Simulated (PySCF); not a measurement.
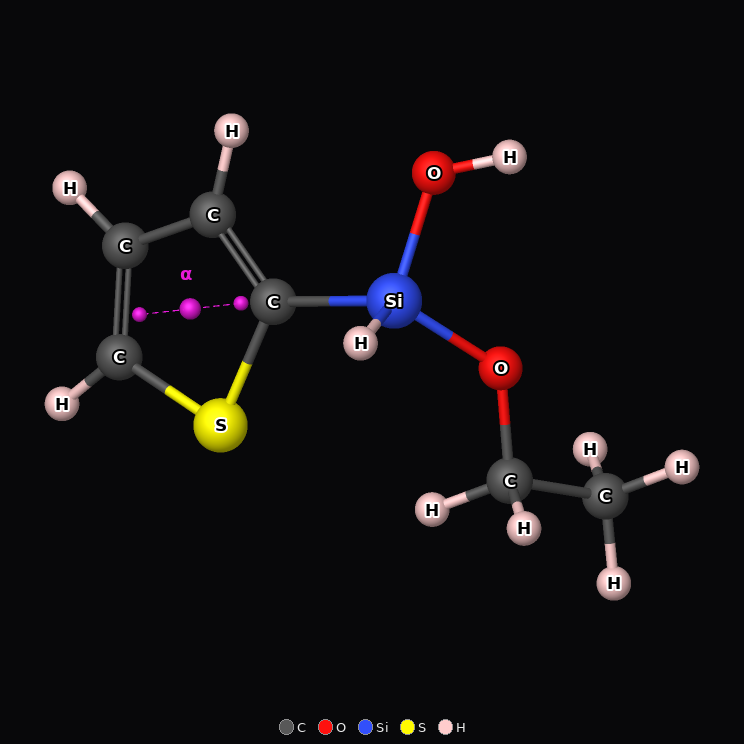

The small points mark where nucleus-independent chemical shifts (NICS) were computed: at the centre of each lettered ring and 1 Å above and below it. Computed geometry: GFN2-xTB optimisation. No frequency run is at hand to confirm it as a minimum. Properties computed with GIAO PBE0/pcSseg-1 NMR shielding, non-relativistic, gas phase (PySCF 2.14.0).

Give NICS(0), NICS(1) and the out-of-plane component NICS(1)zz for each ring (means of the two sides).

| ring | members | NICS(0) | NICS(1) | NICS(1)zz |
| --- | --- | --- | --- | --- |
| α | C4S | −13.3 | −12.2 | −29.0 |

Values in ppm.

### What do the values say about the ring currents?

Ring α: diatropic, as in an aromatic ring. NICS is one index among several.

The geometry is semi-empirical. Around Si such bond lengths and angles can be off by a tenth of an ångström or more and by several degrees, and values that hang on the shape move with them.
